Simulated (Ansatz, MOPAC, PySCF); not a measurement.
Dissociation curve of LiH, singlet.

Levels: RCCSD(T) = CCSD(T) on RHF/def2-SVP, frozen core (Ansatz, an electronic-structure program); RKS-B3LYP/6-31G* = restricted B3LYP/6-31G*, spherical d run with PySCF; UKS-PBE = unrestricted PBE/def2-SVP run with Ansatz; AM1, restricted, heats of formation (MOPAC).

Energies are in kcal/mol, each relative to the lowest point of its own curve near equilibrium.

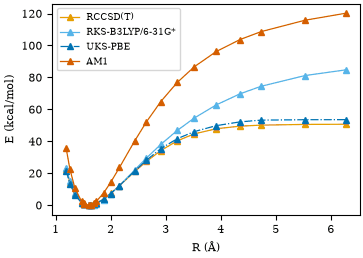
Fig. 1. Energy against bond length for each method.

```tsv
R / Å	RCCSD(T)	RKS-B3LYP/6-31G*	UKS-PBE	AM1
1.19	22.4	23.2	21.6	35.8
1.26	14.0	14.8	13.5	22.4
1.35	6.7	7.4	6.5	10.7
1.47	1.6	2.0	1.5	2.4
1.51	0.7	1.0	0.7	1.1
1.52	0.6	0.8	0.6	0.8
1.60	0.0	0.0	0.0	0.0
1.64	0.1	0.0	0.1	0.3
1.69	0.5	0.3	0.5	1.1
1.74	1.2	0.9	1.1	2.4
1.87	3.8	3.4	3.8	7.5
2.00	7.3	7.0	7.3	14.3
2.16	12.2	12.3	12.3	23.6
2.44	21.1	22.2	21.5	40.4
2.65	27.4	29.5	28.1	52.2
2.91	34.2	38.0	35.4	64.8
3.21	40.3	46.8	41.6	76.9
3.52	44.7	54.6	46.1	86.7
3.92	47.9	62.8	49.8	96.2
4.35	49.5	69.7	52.2	103.7
4.73	50.1	74.4	53.2	108.6
5.53	50.6	81.2	53.5	115.8
6.27	50.7	84.7	53.5	120.2
```

At the longest distance, 6.27 Å, AM1 lies highest above its minimum (120.2 kcal/mol) and RCCSD(T) lowest (50.7 kcal/mol).

With two correlated electrons CCSD is exact in the basis where it finds the lowest root (RCCSD(T)). The restricted form behind RKS-B3LYP/6-31G*, AM1 keeps the bonding electrons paired and can't separate into open-shell fragments. The unrestricted determinant behind UKS-PBE is spin-contaminated at 2.91 to 6.27 Å (<S²> up to 1.0, against 0.00 for a pure singlet).
